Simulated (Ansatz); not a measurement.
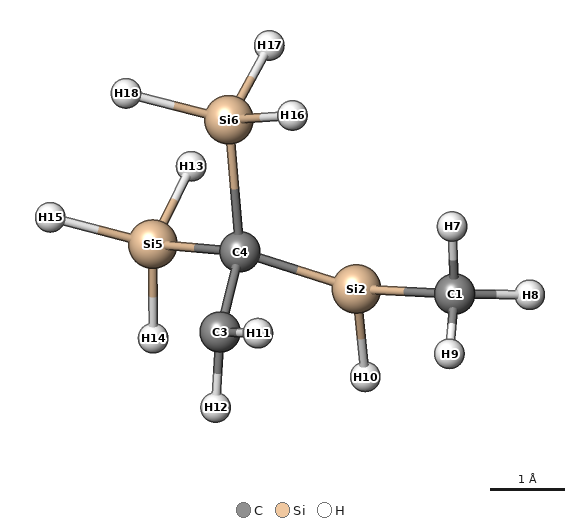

This is the input geometry for a relaxation of C$_{3}$H$_{12}$Si$_{3}$. Style: ball-and-stick. Shown at a tilt.

The run prepares the start of a later molecular dynamics calculation, from a guessed geometry.

Method: RKS B3LYP/STO-3G in Ansatz.

The input:
```yaml
crystal:
  periodic: [false, false, false]
  atoms:
    - { symbol: C, position_ang: [2.1167, 0.6718, 1.377] }
    - { symbol: Si, position_ang: [0.9676, 0.8346, -0.1318] }
    - { symbol: C, position_ang: [0.4852, -1.3795, -0.4986] }
    - { symbol: C, position_ang: [-0.3363, -0.2245, -0.3523] }
    - { symbol: Si, position_ang: [-1.4558, 0.1868, -1.9076] }
    - { symbol: Si, position_ang: [-1.6328, -0.2609, 1.1044] }
    - { symbol: H, position_ang: [1.5196, 0.5334, 2.2804] }
    - { symbol: H, position_ang: [2.6643, 1.6646, 1.5015] }
    - { symbol: H, position_ang: [2.8003, -0.0759, 1.2977] }
    - { symbol: H, position_ang: [1.7775, 1.1111, -1.3214] }
    - { symbol: H, position_ang: [1.0122, -1.7807, 0.4146] }
    - { symbol: H, position_ang: [1.1444, -1.4872, -1.3651] }
    - { symbol: H, position_ang: [-2.1157, 1.5636, -1.7362] }
    - { symbol: H, position_ang: [-0.6206, 0.2382, -3.0789] }
    - { symbol: H, position_ang: [-2.5277, -0.8284, -2.0939] }
    - { symbol: H, position_ang: [-0.8993, -0.5777, 2.3734] }
    - { symbol: H, position_ang: [-2.2315, 1.092, 1.2865] }
    - { symbol: H, position_ang: [-2.7055, -1.27, 0.9021] }
basis:
  gaussian: { orbitals: STO-3G }
hamiltonian:
  xc: b3lyp
relax:
  f_tol: 0.02
  max_steps: 40
scf:
  lower_state_search: "off"
output:
  orbitals: {}
```

Launched with:
```bash
ansatz run input.yaml --threads 1 --pin off --max-ram 2048MiB --backend cpu --events-out ev --progress --plain --runs-dir out
```

> Predict the outcome.

The atom that moves furthest after the best rigid fit is H9 (0.75 Å). Largest moves by element: H 0.75 Å, Si 0.58 Å, C 0.16 Å. Some distances before and after: Si2–C3 2.296 → 1.834 Å, C3–C4 1.425 → 1.592 Å, Si2–C4 1.694 → 1.852 Å, Si5–H13 1.536 → 1.446 Å. New bonds form, among them: Si2–C3 (2.30 → 1.83 Å). Bond angles that change, for instance: Si2–C4–C3 94.4° → 63.8°, Si5–C4–Si6 102.5° → 114.2°, Si2–C4–Si6 115.2° → 120.3°. After 15 accepted moves (18 points after the start) the energy has fallen by 325.0 kJ/mol. The largest force component goes from 9.4 to 0.0033 eV/Å. The line search rejected the trial steps at points 11, 12, 14 of the run. The forces were under the threshold at step 13, but the run went on from there. Cost: 78 s on 1 thread of Arm Neoverse V1, on a shared host, peak memory 0.12 GiB.

The structure at the end:

```xyz
18

C     2.0846    0.8208    1.4102
Si    1.2935    0.3621   -0.2251
C     0.6058   -1.3152   -0.5035
C    -0.4786   -0.1596   -0.3543
Si   -1.4121    0.2666   -1.9193
Si   -1.5489   -0.2484    1.1771
H     1.6153    0.2860    2.2451
H     1.9965    1.8973    1.6084
H     3.1538    0.5708    1.4114
H     1.8745    1.0374   -1.3617
H     0.6309   -2.0601    0.2994
H     0.6836   -1.7925   -1.4865
H    -2.0103    1.5785   -1.8125
H    -0.5210    0.2660   -3.0575
H    -2.4708   -0.6850   -2.1749
H    -0.7747   -0.6690    2.3229
H    -2.1259    1.0442    1.4715
H    -2.6335   -1.1887    1.0011
```

After the run, drawn alike:

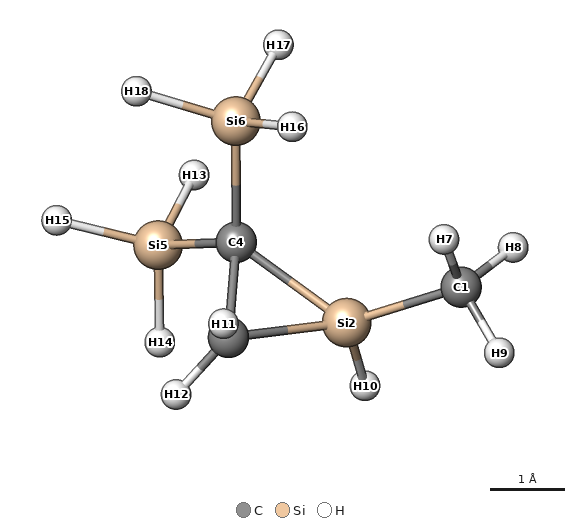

Limits of the set-up: STO-3G is a minimal basis, so the numbers are rough.
